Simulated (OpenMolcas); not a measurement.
**WH2O4 (tungstic acid): mPW1PW91/def2-TZVP (RICD fitting, core potential)**

What is the vertical electron affinity of WH2O4 (tungstic acid) at mPW1PW91/def2-TZVP (RICD fitting, core potential)? 

The results are computed with OpenMolcas 26.06.

## 1. The structure to begin with

WH2O4 has 7 atoms, charge 0, and is taken as a singlet. As SMILES, `[O]=[W](=[O])([OH])[OH]`. The shape comes from GFN2-xTB, which is rough for such elements, and wasn't checked as a minimum. This is one conformer, not always the lowest.

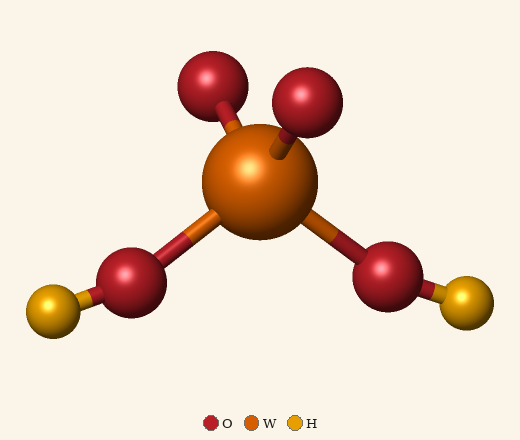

Viewed from a chosen angle; oxygen red, tungsten orange, hydrogen amber.

## 2. A single-point energy at mPW1PW91/def2-TZVP (RICD fitting, core potential)

Contents of job.input:

```
>>> EXPORT MOLCAS_PRINT=2
&GATEWAY
BasLib=$CurrDir
Coord
7
angstrom
O       -1.280840       1.491220      -0.016570
W       -0.090170       0.319530       0.270320
O        0.677540       0.603780       1.754420
O       -0.886610      -1.367370       0.295490
O        1.177580       0.381940      -1.098280
H       -1.479270      -2.106820       0.486010
H        1.881770       0.677710      -1.691390
Basis=def2-TZVP
Group=NoSym
RICD
&SEWARD
GridInput
Grid=SG1Grid
End of Grid
&SCF
KSDFT=HYB_GGA_XC_MPW1PW
PrOrbitals=0
```

The basis set def2-TZVP is read from a file made from the Basis Set Exchange's data (not shown).

The run is started by

```sh
export MOLCAS_MEM=1860
pymolcas job.input > job.log
```

The program printed:

```text
--- Start Module: gateway ---
[...]
--- Stop Module: gateway /rc=_RC_ALL_IS_WELL_ ---
--- Start Module: seward ---
[...]
      Basis functions          176
--- Stop Module: seward /rc=_RC_ALL_IS_WELL_ ---
[...]
--- Start Module: scf ---
[...]
       Convergence after  19 Iterations
[...]
::    Total KS-DFT energy                            -369.4677238865
[...]
      Total spin, S                                     0.0000000000
[...]
      Total electronic charge=   48.000000
      Total            charge=   -0.000000
[...]
      Dipole Moment (debye):
      Origin of the operator (angstrom)=   -0.0847    0.3004    0.2539
                   X=  7.6275E-01               Y= -2.7578E+00               Z= -2.3311E+00           Total=  3.6907E+00
      Quadrupole Moment (debye*angstrom):
[...]
--- Stop Module: scf /rc=_RC_ALL_IS_WELL_ ---
[...]
```

Run time: 28 s. Hardware: 1 thread of Arm Neoverse V1, shared host; peak memory 0.17 GiB.

## 3. The doublet anion at the same level

Contents of job.input:

```
&gateway
  baslib
  $CurrDir
  coord
  7
  angstrom
  O       -1.280840       1.491220      -0.016570
  W       -0.090170       0.319530       0.270320
  O        0.677540       0.603780       1.754420
  O       -0.886610      -1.367370       0.295490
  O        1.177580       0.381940      -1.098280
  H       -1.479270      -2.106820       0.486010
  H        1.881770       0.677710      -1.691390
  basis
  def2-TZVP
  group
  NoSym
  ricd

&seward
  gridinput
  Grid=SG1Grid
  End of Grid

&scf
  uhf
  charge
  -1
  spin
  2
  ksdft
  HYB_GGA_XC_MPW1PW
  prorbitals
  0
```

The basis set def2-TZVP is read from a file made from the Basis Set Exchange's data (not shown).

The run is started by

```sh
export MOLCAS_MEM=1860
pymolcas job.input > job.log
```

The program printed:

```text
--- Start Module: gateway ---
[...]
--- Stop Module: gateway /rc=_RC_ALL_IS_WELL_ ---
--- Start Module: seward ---
[...]
      Basis functions          176
--- Stop Module: seward /rc=_RC_ALL_IS_WELL_ ---
[...]
--- Start Module: scf ---
[...]
       Convergence after  48 Iterations
[...]
::    Total KS-DFT energy                            -369.4369814989
[...]
      Total spin, S                                     0.5014910911
[...]
      Total electronic charge=   49.000000
      Total            charge=   -1.000000
[...]
      Dipole Moment (debye):
      Origin of the operator (angstrom)=   -0.0847    0.3004    0.2539
                   X=  6.9426E-01               Y= -2.5486E+00               Z= -2.1373E+00           Total=  3.3979E+00
      Center of Charge (angstrom)
[...]
--- Stop Module: scf /rc=_RC_ALL_IS_WELL_ ---
[...]
```

It took 1.7 min on 1 thread of Arm Neoverse V1, shared host; peak memory 0.18 GiB.

## 4. Results

Level: mPW1PW91/def2-TZVP (RICD fitting, core potential).

```
                                         quantity          value
                      singlet WH2O4: total energy  -369.46772 Eh
                     singlet WH2O4: dipole moment         3.69 D
                       singlet WH2O4: HOMO energy       -8.77 eV
                       singlet WH2O4: LUMO energy       -1.31 eV
                     singlet WH2O4: HOMO–LUMO gap        7.46 eV
                      doublet anion: total energy  -369.43698 Eh
doublet anion: HOMO energy (highest over α and β)        2.99 eV
 doublet anion: LUMO energy (lowest over α and β)        4.45 eV
                              doublet anion: ⟨S²⟩          0.753
vertical electron affinity (to the doublet anion)      -0.837 eV
```

In words: The anion lies 0.84 eV (19.3 kcal/mol) above the neutral: the electron isn't bound at this level, and such a value depends on the basis. Without diffuse functions anions come out too high. The HOMO (doublet anion) lies at positive energy, 2.99 eV; only total energies tell whether the electron is bound.
